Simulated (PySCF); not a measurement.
**C2H6ClIn, SMILES `C[In](C)Cl`: what the electrons do**

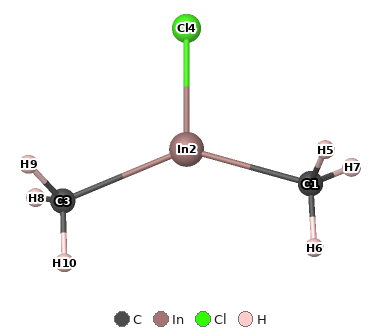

The molecule, with its atoms numbered as below. No frequency check shows the geometry to be a minimum.

Geometry (Å), atoms numbered from 1:

```
C1       1.1128    2.0825   -0.0005
In2      0.2848   -0.0003   -0.0004
C3       1.1057   -2.0861   -0.0000
Cl4     -2.0357    0.0031    0.0002
H5       1.0631    2.4731    1.0143
H6       2.1407    2.0937   -0.3525
H7       0.4813    2.6842   -0.6512
H8       0.5666   -2.6498   -0.7590
H9       0.9172   -2.5265    0.9774
H10      2.1712   -2.0895   -0.2117
```

### 1. Bonding charge

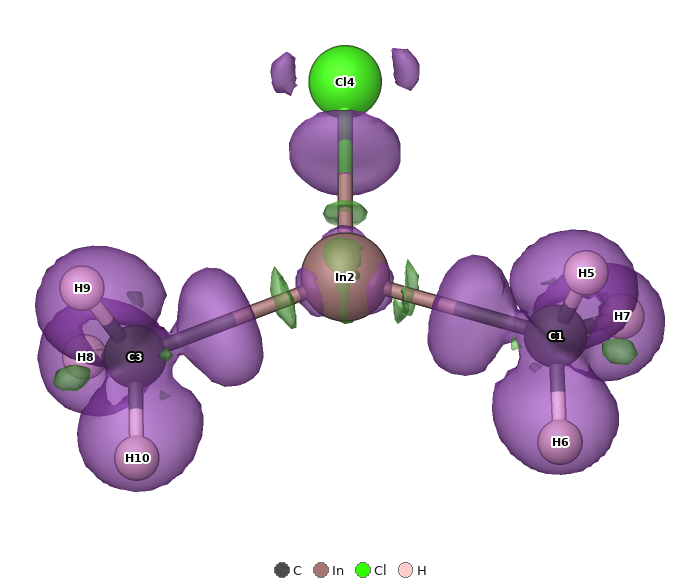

Deformation density (molecule less spherical, spin-averaged free atoms at the same positions), surfaces at ±0.07 e/Å³; purple: gain, green: loss.

PySCF calculation, PBE0/def2-TZVP, gas phase; geometry: GFN2-xTB. Core potentials replace the inner electrons of In; spin–orbit coupling isn't included.

Describe the bonding that the map shows.

Answer. C3–H10: +0.70 e/Å³ at the bond critical point (bond length 1.09 Å, Mayer order 1.0). C1–H6: +0.70 e/Å³ at the bond critical point (bond length 1.09 Å, Mayer order 1.0). C1–H7: +0.70 e/Å³ at the bond critical point (bond length 1.09 Å, Mayer order 1.0). C3–H8: +0.69 e/Å³ at the bond critical point (bond length 1.09 Å, Mayer order 1.0). C3–H9: +0.69 e/Å³ at the bond critical point (bond length 1.09 Å, Mayer order 1.0). C1–H5: +0.69 e/Å³ at the bond critical point (bond length 1.09 Å, Mayer order 1.0). C1–In2: +0.14 e/Å³ at the bond critical point (bond length 2.24 Å, Mayer order 0.9). In2–C3: +0.14 e/Å³ at the bond critical point (bond length 2.24 Å, Mayer order 0.9). In2–Cl4: +0.05 e/Å³ at the bond critical point (bond length 2.32 Å, Mayer order 0.9). In all, 2.2 electrons gather in the regions of gain relative to the promolecule. A small or negative value marks a very polar bond, one between electron-rich atoms, whose free-atom densities already overlap strongly, a long bond to a heavier atom, or a closed-shell contact such as a hydrogen bond.

Where do the Hirshfeld charges lie?

Answer. The highest Hirshfeld charge is on In2 (+0.57 e), the lowest on Cl4 (−0.30 e).

### 2. Bond critical points

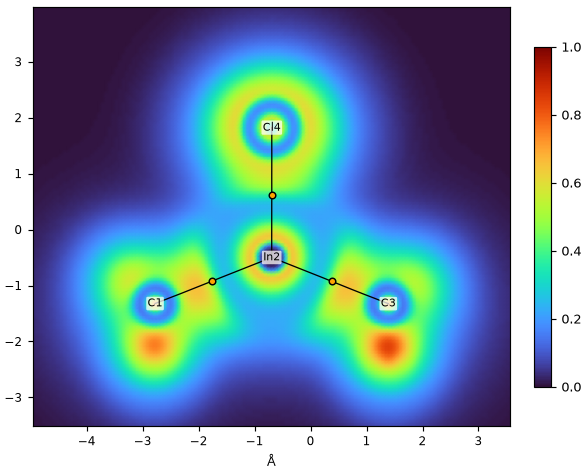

Localised orbital locator (LOL) in the plane of C1, In2, C3 and Cl4, with bond paths and bond critical points (dots).

Rank the bonds in the plane by LOL at their critical points.

Answer. C1–In2: about 0.47; In2–C3: about 0.47; In2–Cl4: about 0.36. Values above 0.5 mark slow, localised electrons, as in shared pairs; low values at a critical point mark a polar or closed-shell contact whose critical point lies between the shells.

### 3. Local ionisation energy

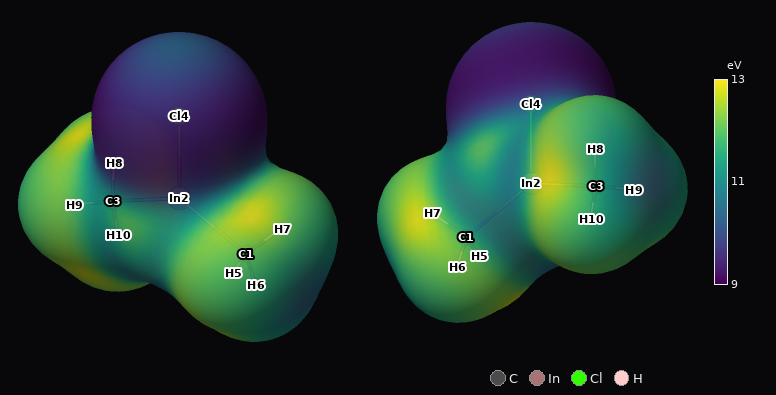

Average local ionisation energy on the surface of electron density 0.001 a.u. (back view left, front view right).

Where are the most loosely bound electrons on this surface?

Answer. The lowest value is 9.1 eV, 2.2 Å from Cl4, and at like points elsewhere. Further minima include 10.2 eV, near H8 (1.88 Å), H9 (1.88 Å), C3 (2.00 Å) and H10 (2.05 Å), and at like points elsewhere; 10.5 eV, off the C1–In2 bond (2.2 to 2.5 Å from its atoms). For comparison, the highest occupied orbital lies at −7.4 eV.

### 4. In an electric field

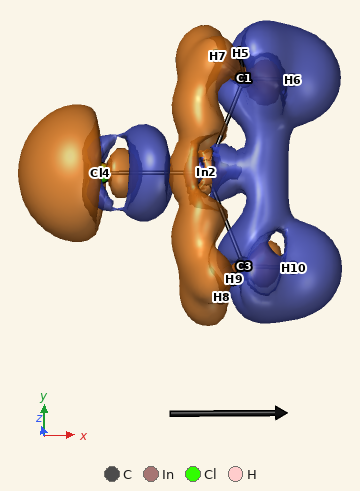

Change of the electron density in a uniform field of 0.21 V/Å along +x (arrow), surfaces at ±0.001 e/Å³ (orange: gain, blue: loss).

Method: PBE0/def2-TZVP; geometry: GFN2-xTB; program: PySCF. Core potentials replace the inner electrons of In; spin–orbit coupling isn't included. A basis without diffuse functions makes polarisabilities too small.

How large is the response?

Answer. The induced dipole is 0.82 D (along the field); α along this axis, from the fields in both directions, is 81 bohr³ (11.9 Å³).

Which atoms gain and lose the most charge?

Answer. Electrons gather most on Cl4 (Hirshfeld charge changes by −0.025 e) and leave H10 most (+0.009 e); 0.065 electrons are displaced in all.

### 5. Removing or adding an electron

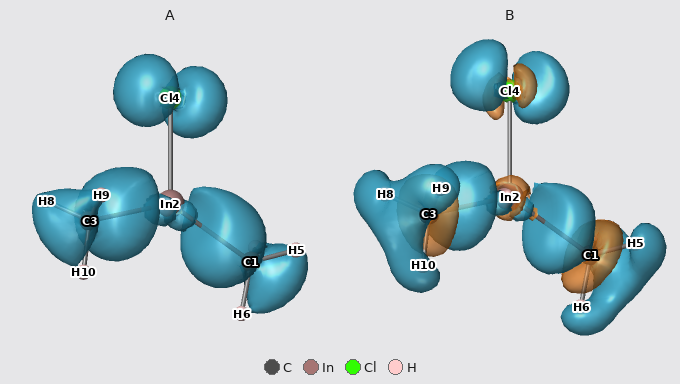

The Fukui function f⁻ from two separate SCF calculations and the density of the HOMO, at ±0.02 e/Å³ (light blue positive, orange negative).

Level of theory: PBE0/def2-TZVP (PySCF), at a geometry from GFN2-xTB. Core potentials replace the inner electrons of In; spin–orbit coupling isn't included.

Which panel is which, and how good is the frozen-orbital picture?

Answer. B is f⁻ (it has negative regions), A the HOMO density. The HOMO lies on C1 and C3 (23 % each), Cl4 (20 %) and In2 (18 %); f⁻ (Hirshfeld-condensed) is largest on Cl4 (0.22), In2 (0.17) and C1 (0.14); the vertical ionisation energy is 9.23 eV (the stability of the cation's solution wasn't checked). Relaxation shifts 20 % of the electron between atoms. The orbital energy is −7.41 eV.
